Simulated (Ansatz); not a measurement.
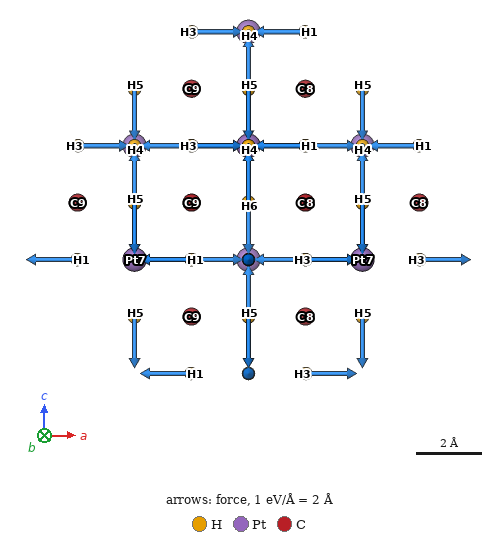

Starting geometry of solid H₆PtC₂ (a generated structure, set up in Fm-3m) (coarse preliminary run) with the computed forces as blue arrows. The picture is a ball-and-stick view of the atoms within 5.8 Å of the atom that moves most (axes of the conventional cell (4 times the calculation's cell)), seen along the b axis. Lengths and directions refer to the drawn axes.

Method: Ansatz, DFT PBE, scalar-relativistic, plane waves, PAW.

Input file:
```yaml
crystal:
  lattice:
    - [0.0, 3.53463651, 3.53463651]
    - [3.53463651, 0.0, 3.53463651]
    - [3.53463651, 3.53463651, 0.0]
  atoms:
    - { symbol: H, position: [0.7518, 0.2482, 0.2482] }
    - { symbol: H, position: [0.2482, 0.7518, 0.2482] }
    - { symbol: H, position: [0.2482, 0.7518, 0.7518] }
    - { symbol: H, position: [0.7518, 0.2482, 0.7518] }
    - { symbol: H, position: [0.2482, 0.2482, 0.7518] }
    - { symbol: H, position: [0.7518, 0.7518, 0.2482] }
    - { symbol: Pt, position: [0.0, 0.0, 0.0] }
    - { symbol: C, position: [0.25, 0.25, 0.25] }
    - { symbol: C, position: [0.75, 0.75, 0.75] }
basis:
  ecutwfc: 420
kpoints:
  mp_grid: { grid: [4, 4, 4] }
hamiltonian:
  xc: pbe
scf:
  occupations: { method: gaussian, width: 0.1 }
  lower_state_search: "off"
output:
  forces: true
  stress: true
  eigenvalues: true
relax:
  adjacent_minimum: "off"
  f_tol: 0.04
  max_steps: 70
  cell: { stress_tol: 0.4 }
```

Run as
```bash
ansatz run input.yaml --threads 1 --pin off --max-ram 2048MiB --backend cpu --events-out ev --progress --plain --runs-dir out
```

What follows when this structure is relaxed?

It isn't relaxed: the largest force vector, on H atoms, is 0.80 eV/Å. Measured relative to the changing cell, the final displacements run against the starting forces (cosine between the two patterns −1.00). After 7 accepted moves (8 points after the start) the energy has fallen by 218 meV per atom. The largest force component goes from 0.8 to under 0.0001 eV/Å. The pressure goes from −14.74 to −0.34 GPa. At 1 point the geometry stayed and the basis and grid were re-selected for the new cell (energy shift of 2.3 meV per atom at most each time). The largest moves relative to the cell, 0.39 Å, are those of H1, H2, H3, H4, H5 and H6. H5 goes along +c. C and Pt stay in place. The drawn cell changes as follows: a = b = c 7.069 → 5.843 Å (−17.3 %); the volume changes by −43.5 %. Some distances before and after: Pt7–C8 3.061 → 2.530 Å, H1–Pt7 1.755 → 1.839 Å. New bonds form: Pt7–C8 (3.06 → 2.53 Å), Pt7–C9 (3.06 → 2.53 Å). The space group stays Fm-3m (No. 225). Cost: 13 s on 1 thread of Arm Neoverse V1, with other jobs on the host, peak memory 0.33 GiB.
